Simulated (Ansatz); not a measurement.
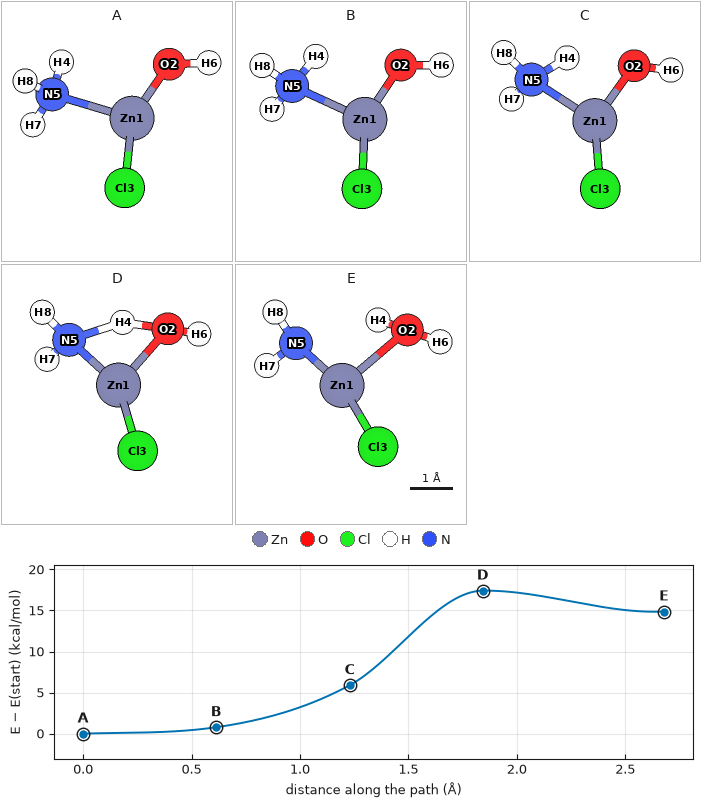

A nudged-elastic-band calculation for ZnNH₄OCl. Images are numbered from 0 (start) to 4 (end). Frames A to E are images 0, 1, 2, 3, 4. A ball-and-stick model, seen from a free direction.

Method: RKS r2SCAN-D4/cc-pVDZ in Ansatz. Run with 3 movable images; climbing image.

Read off the barrier and say what moves.

Answer. The energy climbs by 17.4 kcal/mol to image 3 and then falls by 2.5 kcal/mol, so the end point sits at +14.9 kcal/mol. A hydrogen atom shifts from one atom to another. Breaking: H4–N5 (1.02 → 1.36 at the top → 2.07 Å). Forming: O2–H4 (2.62 → 1.18 at the top → 0.98 Å). The band converged in 9 iterations. The largest component of the band force went from 4.3 to 0.046 eV/Å. The climbing image converged on the top of the path. Its curvatures weren't checked. The largest force component is 0.49 eV/Å at the start and 0.54 eV/Å at the end; an end with forces this large is no minimum, and the barrier measured from it can be far off.

Cost: 67 s on 8 threads of Arm Neoverse V2, on a shared host.
